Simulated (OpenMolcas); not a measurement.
**C2H7BO (SMILES CCBO) at 6 levels**

Wanted: a comparison of 6 runs (HF/STO-3G, HF/def2-SVP, B3LYP/def2-SVP, M06-2X/def2-SVP, MP2/def2-SVP, CCSD(T)/def2-SVP) of C2H7BO. 

Program for the calculation: OpenMolcas 26.06.

## (1) The molecule

C2H7BO has 11 atoms, charge 0, and is taken as a singlet. As SMILES, `CCBO`. The C1–H7 distance was set to 1.420 Å, away from the relaxed value.

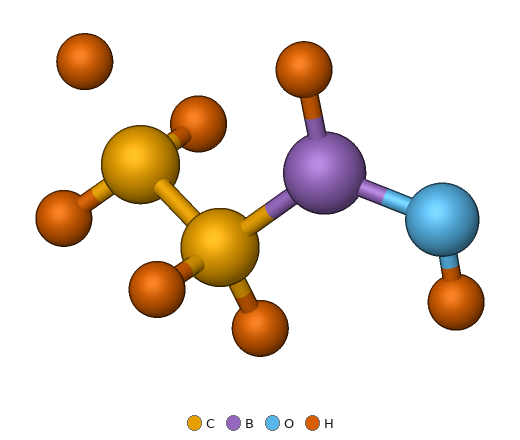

Viewed from a chosen angle; carbon amber, boron purple, oxygen blue, hydrogen orange.

## (2) A single-point energy at HF/STO-3G (run 1)

File test.input:

```
* C2H7BO Hartree-Fock

&GATEWAY
  BasLib
  $CurrDir
  Coord
  11
  angstrom
  C       -0.819735       1.122011       0.227608
  C       -0.411635      -0.318389       0.532208
  B        0.580665      -0.941689      -0.511492
  O        0.511665      -2.226589      -0.934692
  H       -1.387135       1.186611      -0.704392
  H       -1.441635       1.545211       1.019808
  H        0.322300       1.954000       0.082400
  H       -1.300835      -0.946689       0.673808
  H        0.116765      -0.339689       1.497808
  H        1.484765      -0.300289      -0.976492
  H       -0.225035      -2.711489      -0.550892
  Basis
  STO-3G
  Group
  NoSym

&SEWARD

&SCF
  Thresholds
  1e-10 1e-07 1e-07 1e-05
  PrOrbitals
  0
```

The basis set STO-3G is read from a file made from the Basis Set Exchange's data (not shown).

On the command line:

```bash
$ export MOLCAS_MEM=1860
$ pymolcas test.input > test.log
```

What it wrote:

```text
--- Start Module: gateway ---
[...]
--- Stop Module: gateway /rc=_RC_ALL_IS_WELL_ ---
--- Start Module: seward ---
[...]
      Basis functions           27
--- Stop Module: seward /rc=_RC_ALL_IS_WELL_ ---
--- Start Module: scf ---
[...]
       Convergence after  11 Iterations
[...]
::    Total SCF energy                               -177.0973698221
[...]
      Total spin, S                                     0.0000000000
[...]
      Total electronic charge=   32.000000
      Total            charge=   -0.000000
[...]
      Dipole Moment (debye):
      Origin of the operator (angstrom)=   -0.0456   -0.6192   -0.1794
                   X= -1.3351E+00               Y= -6.5698E-01               Z=  8.8135E-01           Total=  1.7294E+00
      Quadrupole Moment (debye*angstrom):
[...]
--- Stop Module: scf /rc=_RC_ALL_IS_WELL_ ---
[...]
```

Wall time 1.7 s (1 thread of Arm Neoverse V1, shared host); peak memory 0.37 GiB.

## (3) The energy at HF/def2-SVP (run 2)

File calc.input:

```
&GATEWAY
  BasLib = $CurrDir
  Coord
  11
  angstrom
  C       -0.819735       1.122011       0.227608
  C       -0.411635      -0.318389       0.532208
  B        0.580665      -0.941689      -0.511492
  O        0.511665      -2.226589      -0.934692
  H       -1.387135       1.186611      -0.704392
  H       -1.441635       1.545211       1.019808
  H        0.322300       1.954000       0.082400
  H       -1.300835      -0.946689       0.673808
  H        0.116765      -0.339689       1.497808
  H        1.484765      -0.300289      -0.976492
  H       -0.225035      -2.711489      -0.550892
  Basis = def2-SVP
  Group = NoSym

&SEWARD

&SCF
  Thresholds = 1e-10 1e-07 1e-07 1e-05
  PrOrbitals = 1
```

The basis set def2-SVP is read from a file made from the Basis Set Exchange's data (not shown).

On the command line:

```bash
$ export MOLCAS_MEM=1860
$ pymolcas calc.input > calc.log
```

What it wrote:

```text
--- Start Module: gateway ---
[...]
--- Stop Module: gateway /rc=_RC_ALL_IS_WELL_ ---
--- Start Module: seward ---
[...]
      Basis functions           91
--- Stop Module: seward /rc=_RC_ALL_IS_WELL_ ---
[...]
--- Start Module: scf ---
[...]
       Convergence after  13 Iterations
[...]
::    Total SCF energy                               -179.2376535281
[...]
      Total spin, S                                     0.0000000000
[...]
      Total electronic charge=   32.000000
      Total            charge=   -0.000000
[...]
      Dipole Moment (debye):
      Origin of the operator (angstrom)=   -0.0456   -0.6192   -0.1794
                   X= -1.8119E+00               Y= -5.5000E-01               Z=  1.2160E+00           Total=  2.2504E+00
      Quadrupole Moment (debye*angstrom):
[...]
--- Stop Module: scf /rc=_RC_ALL_IS_WELL_ ---
[...]
```

It took 7.2 s on 1 thread of Arm Neoverse V1, shared host; peak memory 0.5 GiB.

## (4) A single-point energy at B3LYP/def2-SVP (run 3)

File job.inp:

```
&GATEWAY
BasLib=$CurrDir
Coord
11
angstrom
C       -0.819735       1.122011       0.227608
C       -0.411635      -0.318389       0.532208
B        0.580665      -0.941689      -0.511492
O        0.511665      -2.226589      -0.934692
H       -1.387135       1.186611      -0.704392
H       -1.441635       1.545211       1.019808
H        0.322300       1.954000       0.082400
H       -1.300835      -0.946689       0.673808
H        0.116765      -0.339689       1.497808
H        1.484765      -0.300289      -0.976492
H       -0.225035      -2.711489      -0.550892
Basis=def2-SVP
Group=NoSym
&SEWARD
GridInput
Grid=UltraFine
End of Grid
&SCF
KSDFT=B3LYP
Thresholds=1e-10 1e-07 1e-07 1e-05
PrOrbitals=1
```

The basis set def2-SVP is read from a file made from the Basis Set Exchange's data (not shown).

On the command line:

```bash
$ export MOLCAS_MEM=1860
$ pymolcas job.inp > job.log
```

What it wrote:

```text
--- Start Module: gateway ---
[...]
--- Stop Module: gateway /rc=_RC_ALL_IS_WELL_ ---
--- Start Module: seward ---
[...]
      Basis functions           91
--- Stop Module: seward /rc=_RC_ALL_IS_WELL_ ---
[...]
--- Start Module: scf ---
[...]
       Convergence after  14 Iterations
[...]
::    Total KS-DFT energy                            -180.3872555473
[...]
      Total spin, S                                     0.0000000000
[...]
      Total electronic charge=   32.000000
      Total            charge=   -0.000000
[...]
      Dipole Moment (debye):
      Origin of the operator (angstrom)=   -0.0456   -0.6192   -0.1794
                   X= -1.7048E+00               Y= -7.4811E-01               Z=  1.1009E+00           Total=  2.1629E+00
      Quadrupole Moment (debye*angstrom):
[...]
--- Stop Module: scf /rc=_RC_ALL_IS_WELL_ ---
[...]
```

Wall time 39 s (1 thread of Arm Neoverse V1, shared host); peak memory 0.5 GiB.

Runs 4 to 5 aren't shown in full; the table further down has their settings and results.

## (5) A single-point energy at CCSD(T)/def2-SVP (run 6)

File mol.inp:

```
>>> EXPORT MOLCAS_PRINT=2
&GATEWAY
BASLIB
$CurrDir
COORD
11
angstrom
C       -0.819735       1.122011       0.227608
C       -0.411635      -0.318389       0.532208
B        0.580665      -0.941689      -0.511492
O        0.511665      -2.226589      -0.934692
H       -1.387135       1.186611      -0.704392
H       -1.441635       1.545211       1.019808
H        0.322300       1.954000       0.082400
H       -1.300835      -0.946689       0.673808
H        0.116765      -0.339689       1.497808
H        1.484765      -0.300289      -0.976492
H       -0.225035      -2.711489      -0.550892
BASIS
def2-SVP
GROUP
NoSym
&SEWARD
&SCF
THRESHOLDS
1e-10 1e-07 1e-07 1e-05
PRORBITALS
1 1
&RASSCF
FILEORB
$Project.ScfOrb
SPIN
1
NACTEL
0 0 0
INACTIVE
16
RAS2
0
OUTORBITALS
Canonical
ORBLISTING
Nothing
&MOTRA
JOBIPH
FROZEN
4
&CCSDT
CCT
TRIPLES
2
ITERATIONS
80
ACCURACY
1e-08
EXTRAPOLATION
5 4
```

The basis set def2-SVP is read from a file made from the Basis Set Exchange's data (not shown).

On the command line:

```bash
$ export MOLCAS_MEM=1860
$ pymolcas mol.inp > mol.log
```

What it wrote:

```text
--- Start Module: gateway ---
[...]
--- Stop Module: gateway /rc=_RC_ALL_IS_WELL_ ---
[...]
      Basis functions           91
[...]
       Convergence after  13 Iterations
[...]
::    Total SCF energy                               -179.2376535281
[...]
      Total spin, S                                     0.0000000000
[...]
      Number of active orbitals                  0
[...]
      Spin quantum number                      0.0
[...]
      Active orbitals                            0
[...]
      Number of CSFs                             1
[...]
      Number of root(s) required                 1
[...]
      Convergence after  4 iterations
[...]
      Natural orbitals and occupation numbers for root  1
      ************************************************************************************************************************
      *                                                    Final results                                                     *
      ************************************************************************************************************************
[...]
::    RASSCF root number  1 Total energy:   -179.23765353
[...]
      Total electronic charge=   32.000000
      Total            charge=   -0.000000
[...]
      Dipole Moment (debye):
      Origin of the operator (angstrom)=   -0.0456   -0.6192   -0.1794
                   X= -1.8119E+00               Y= -5.5000E-01               Z=  1.2160E+00           Total=  2.2504E+00
      Quadrupole Moment (debye*angstrom):
[...]
--- Start Module: motra ---
[...]
--- Stop Module: motra /rc=_RC_ALL_IS_WELL_ ---
[...]
--- Start Module: ccsdt ---
[...]
      Convergence after                    13  Iterations
      Total energy (diff) :    -179.85176287      -0.00000000
[...]
 METHOD                       : CCSD+T(CCSD)+<T3(1)WT1> = CCSD(T)
[...]
       CCSD     =      -179.8517628687829
[...]
```

Run time: 93 s. Hardware: 1 thread of Arm Neoverse V1, shared host; peak memory 0.5 GiB.

## (6) Overview of the runs

| run | level | integration grid | frozen core orbitals | energy (Eh) | dipole moment (D) of the reference | HOMO energy (eV) | LUMO energy (eV) | wall time |
| --- | --- | --- | --- | --- | --- | --- | --- | --- |
| 1 | HF/STO-3G | – | – | -177.097370 | 1.73 | -10.03 | 8.55 | 1.7 s |
| 2 | HF/def2-SVP | – | – | -179.237654 | 2.25 | -11.83 | 3.98 | 7.2 s |
| 3 | B3LYP/def2-SVP | UltraFine | – | -180.387256 | 2.16 | -8.01 | 0.12 | 39 s |
| 4 | M06-2X/def2-SVP | UltraFine | – | -180.287085 | 2.14 | -9.56 | 1.33 | 55 s |
| 5 | MP2/def2-SVP | – | 4 | -179.803567 | 2.25 | -11.83 | 3.98 | 7.8 s |
| 6 | CCSD(T)/def2-SVP | – | 4 | -179.868400 | 2.25 | -11.83 | 3.98 | 93 s |

## (7) What came out

| quantity | value |
| --- | --- |
| run 6: total energy | -179.86840 Eh |
| run 6: dipole moment (mean-field density) | 2.25 D |
| run 6: HOMO energy (Hartree–Fock orbitals) | -11.83 eV |
| run 6: LUMO energy (Hartree–Fock orbitals) | 3.98 eV |
| run 6: HOMO–LUMO gap (Hartree–Fock orbitals) | 15.80 eV |
| run 6: correlation energy (4 core orbitals frozen) | -630.7 mEh |
| run 6: (T) correction | -16.64 mEh |

In words: Below the HF energy at the same shape and in the same basis (def2-SVP): MP2 -565.9 mEh; CCSD(T) -630.7 mEh. Over runs 1, 2, 3, 4 the dipole moment (its size) runs from 1.73 D (HF/STO-3G) to 2.25 D (HF/def2-SVP). Over runs 1, 2, 3, 4 the HOMO–LUMO gap runs from 8.12 eV (B3LYP/def2-SVP) to 18.58 eV (HF/STO-3G). The two ends differ in method and basis. Totals of different functionals can't be ranked against each other. In run 1 the basis is minimal, so the values are rough. All runs together took 3.4 min, the longest 93 s.
